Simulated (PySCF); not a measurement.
# MP2/STO-3G run of C2Si

Aim: the vertical singlet–triplet gap of C2Si at MP2/STO-3G, from 2 runs. Input form: a Python script.

Program for the calculation: PySCF 2.14.0.

5 further runs of the same task are left out: 5 set aside as unsound or not needed.

## (1) The molecule

C2Si has 3 atoms, charge 0, and is taken as a singlet. The coordinates come from a GFN2-xTB relaxation.

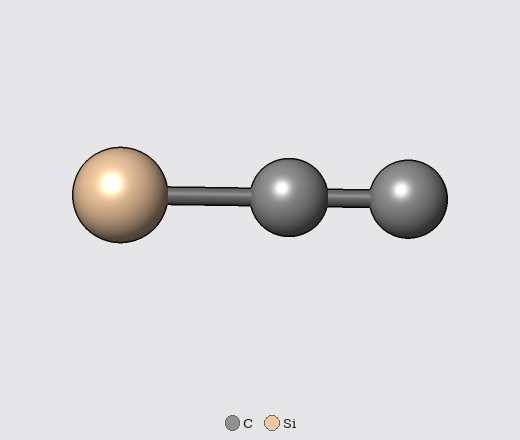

Viewed from a chosen angle; carbon grey, silicon light orange.

## (2) A single-point energy at MP2/STO-3G

Contents of job.py:

```python
# Silicon dicarbide
from pyscf import gto, mp

mol = gto.M(
    atom='''
C   -1.111830   0.737510  -0.522770
C   -0.135170   0.089220  -0.063600
Si   1.247000  -0.826740   0.586370
''',
    verbose=3,
    max_memory=1860,
    spin=0,
    basis='sto-3g',
)

calc0 = mol.RHF()
calc0.conv_tol = 1e-10
calc0.kernel()
if not calc0.converged:
    calc0 = calc0.newton().run(calc0.mo_coeff, calc0.mo_occ)

pt = mp.MP2(calc0, frozen=7).run()
energy = pt.e_tot
print(f'total energy: {energy:.8f} hartree')
```

On the command line:

```console
$ OMP_NUM_THREADS=1 python job.py
```

Standard output:

```text
converged SCF energy = -360.172402996265
E(RMP2) = -360.349377689206  E_corr = -0.176974692940825
E(SCS-RMP2) = -360.347077393423  E_corr = -0.174674397158507
total energy: -360.34937769 hartree
```

It took 0.7 s on 1 thread of Arm Neoverse V1, shared host; peak memory 0.12 GiB.

## (3) The triplet

Contents of job.py:

```python
from pyscf import gto, scf, mp

molecule = gto.M(
    atom=[
    ('C', (-1.111830, 0.737510, -0.522770)),
    ('C', (-0.135170, 0.089220, -0.063600)),
    ('Si', (1.247000, -0.826740, 0.586370)),
],
    max_memory=1860,
    basis='sto-3g',
    verbose=4,
    spin=2,
    charge=0,
)

mf = scf.UHF(molecule)
mf.conv_tol = 1e-10
mf.kernel()
if not mf.converged:
    mf = mf.newton().run(mf.mo_coeff, mf.mo_occ)

pt = mp.MP2(mf, frozen=7).run()
energy = pt.e_tot
print('Final energy', energy)
```

On the command line:

```console
$ OMP_NUM_THREADS=1 python job.py
```

Standard output:

```text
PySCF version 2.14.0

[INPUT] num. atoms = 3
[INPUT] num. electrons = 26
[INPUT] charge = 0
[INPUT] spin (= nelec alpha-beta = 2S) = 2
[INPUT] symmetry False subgroup None
[INPUT] Mole.unit = angstrom
[INPUT] Symbol           X                Y                Z      unit          X                Y                Z       unit  Magmom
[INPUT]  1 C     -1.111830000000   0.737510000000  -0.522770000000 AA   -2.101054197075   1.393691914128  -0.987892126139 Bohr   0.0
[INPUT]  2 C     -0.135170000000   0.089220000000  -0.063600000000 AA   -0.255434280257   0.168601364834  -0.120186581522 Bohr   0.0
[INPUT]  3 Si     1.247000000000  -0.826740000000   0.586370000000 AA    2.356488477333  -1.562312176223   1.108078707661 Bohr   0.0

nuclear repulsion = 54.7130620891418
number of shells = 11
number of NR pGTOs = 57
number of NR cGTOs = 19
basis = sto-3g
ecp = {}

******** <class 'pyscf.scf.uhf.UHF'> ********
method = UHF
initial guess = minao
damping factor = 0
level_shift factor = 0
DIIS = <class 'pyscf.scf.diis.CDIIS'>
diis_start_cycle = 1
diis_space = 8
diis_damp = 0
SCF conv_tol = 1e-10
SCF conv_tol_grad = None
SCF max_cycles = 50
direct_scf = True
direct_scf_tol = 1e-13
number electrons alpha = 14  beta = 12
Set gradient conv threshold to 1e-05
init E= -360.135880149242

[... the frontier-level lines of each cycle are left out ...]



cycle= 1 E= -360.045798023412  delta_E= 0.0901  |g|=  0.2  |ddm|= 2.08
cycle= 2 E= -360.09234592759  delta_E= -0.0465  |g|= 0.169  |ddm|= 0.68
cycle= 3 E= -360.119693746568  delta_E= -0.0273  |g|= 0.0775  |ddm|= 0.234
cycle= 4 E= -360.13705503521  delta_E= -0.0174  |g|= 0.0703  |ddm|= 0.244
cycle= 5 E= -360.152197009851  delta_E= -0.0151  |g|= 0.0503  |ddm|= 0.239
cycle= 6 E= -360.165381464551  delta_E= -0.0132  |g|= 0.0387  |ddm|= 0.277
cycle= 7 E= -360.172483880946  delta_E= -0.0071  |g|= 0.0337  |ddm|= 0.153
cycle= 8 E= -360.182594919332  delta_E= -0.0101  |g|= 0.0148  |ddm|= 0.337
cycle= 9 E= -360.18251914495  delta_E= 7.58e-05  |g|= 0.0138  |ddm|= 0.0819
cycle= 10 E= -360.183179741468  delta_E= -0.000661  |g|= 0.00892  |ddm|= 0.179
cycle= 11 E= -360.18351102308  delta_E= -0.000331  |g|= 0.00283  |ddm|= 0.0798
cycle= 12 E= -360.183539054441  delta_E= -2.8e-05  |g|= 0.000747  |ddm|= 0.0144
cycle= 13 E= -360.183541446851  delta_E= -2.39e-06  |g|= 0.000224  |ddm|= 0.00505
cycle= 14 E= -360.183541560817  delta_E= -1.14e-07  |g|= 5.17e-05  |ddm|= 0.000966
cycle= 15 E= -360.183541567727  delta_E= -6.91e-09  |g|= 3.13e-05  |ddm|= 0.000181
cycle= 16 E= -360.183541572263  delta_E= -4.54e-09  |g|= 2.05e-06  |ddm|= 0.000232
cycle= 17 E= -360.183541572274  delta_E= -1.11e-11  |g|= 8.53e-07  |ddm|= 1.09e-05
Extra cycle  E= -360.183541572276  delta_E= -2.27e-12  |g|= 6.98e-07  |ddm|= 2.59e-06
converged SCF energy = -360.183541572276  <S^2> = 2.6956307  2S+1 = 3.432568

******** <class 'pyscf.mp.ump2.UMP2'> ********
nocc = (np.int64(7), np.int64(5)), nmo = (12, 12)
frozen orbitals 7
E(UMP2) = -360.275730584646  E_corr = -0.0921890123698106
E(SCS-UMP2) = -360.275266582995  E_corr = -0.0917250107183199
E_corr(same-spin) = -0.0218097739909071
E_corr(oppo-spin) = -0.0703792383789035
Final energy -360.2757305846461
```

Wall time 0.76 s (1 thread of Arm Neoverse V1, shared host); peak memory 0.12 GiB.

## (4) Outcome

At MP2/STO-3G, 7 core orbitals frozen:

| quantity | value |
| --- | --- |
| singlet: total energy | -360.34938 Eh |
| singlet: dipole moment (Hartree–Fock density) | 5.48 D |
| singlet: HOMO energy (Hartree–Fock orbitals) | -6.69 eV |
| singlet: LUMO energy (Hartree–Fock orbitals) | 4.37 eV |
| singlet: HOMO–LUMO gap (Hartree–Fock orbitals) | 11.06 eV |
| singlet: correlation energy (7 core orbitals frozen) | -177.0 mEh |
| triplet: total energy | -360.27573 Eh |
| triplet: dipole moment (Hartree–Fock density) | 0.52 D |
| triplet: HOMO energy (Hartree–Fock orbitals) (highest over α and β) | -4.66 eV |
| triplet: LUMO energy (Hartree–Fock orbitals) (lowest over α and β) | 5.35 eV |
| triplet: correlation energy (7 core orbitals frozen) | -92.2 mEh |
| triplet: ⟨S²⟩ of the reference determinant | 2.696 |
| vertical energy of the triplet above the singlet | 2.004 eV |

In words: At this shape the triplet lies 2.00 eV (46 kcal/mol) above the singlet. In a minimal basis such a difference can be off by several eV, whatever the method. ⟨S²⟩ (triplet) is 2.70 where a pure triplet has 2.00: the reference is spin-contaminated. Mulliken charges (triplet) of the mean-field density run from -0.33 on C2 to +0.37 on Si3; they depend strongly on the basis.
